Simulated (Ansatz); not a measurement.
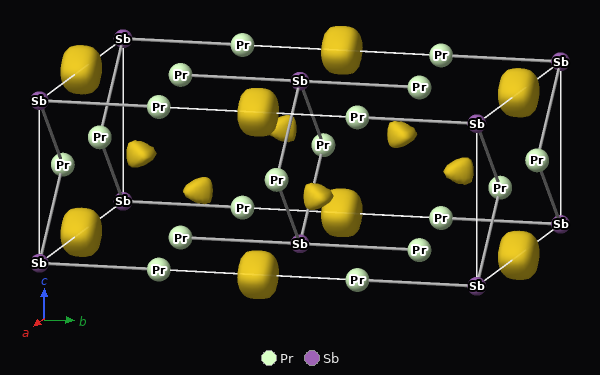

Figure. Pr$_{4}$Sb. Isosurface of the ELF at 0.7 (yellow), seen slightly off an axis. Only the valence region is drawn (cores and ρ < 0.01 e/Å³ removed). Sticks mark near contacts.

Space group Cmmm; a generated structure, not necessarily the stable one; computed without spin polarisation; no Hubbard U on the f states and no spin–orbit coupling.

These are results of DFT PBE, scalar-relativistic, plane waves, PAW; 4f electrons in the core of a trivalent norm-conserving potential (Ansatz 0.2.0), not measurements.

Q: Identify the bonds, lone pairs and shells in this picture.

A: The ELF exceeds this value in six pockets between the atoms, centred on no nucleus (multi-centre or interstitial), counted in one cell of 10 atoms. Any copies at cell faces, edges or corners count once. Profiles from the grid: Pr–Sb (3.09 Å): the ELF peaks at about 0.55 in the valence shell of Sb, 1.3 Å from its nucleus, and drops to about 0.20 between the two atoms: no localised pair shows between them.
